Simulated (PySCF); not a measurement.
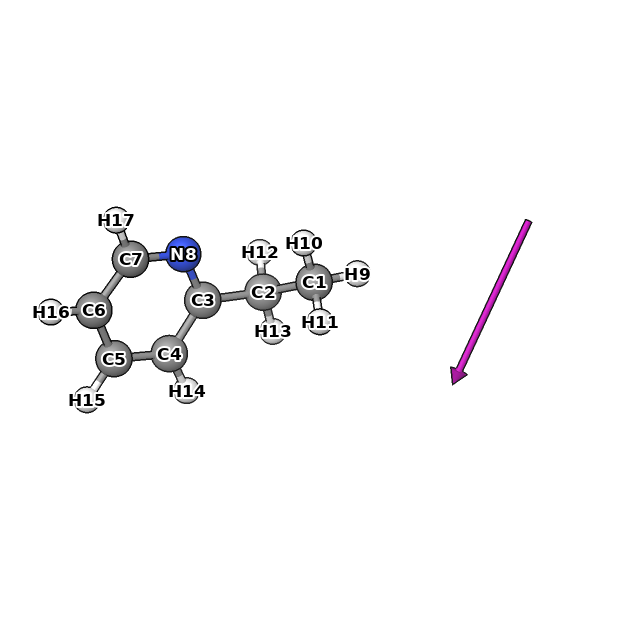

The arrow beside the molecule shows the direction of the dipole moment, from the negative to the positive end (its length means nothing). The computed structure is the end point of a PBE0-D3(BJ)/def2-SVP optimisation. No frequency run is at hand to confirm it as a minimum. Properties computed with OPBE/pcSseg-1, gas phase (PySCF 2.14.0).

Question: Estimate the dipole moment.

Answer: 1.69 D; it points from the side of H10 to the side of H15 (the outermost atoms at the two ends).
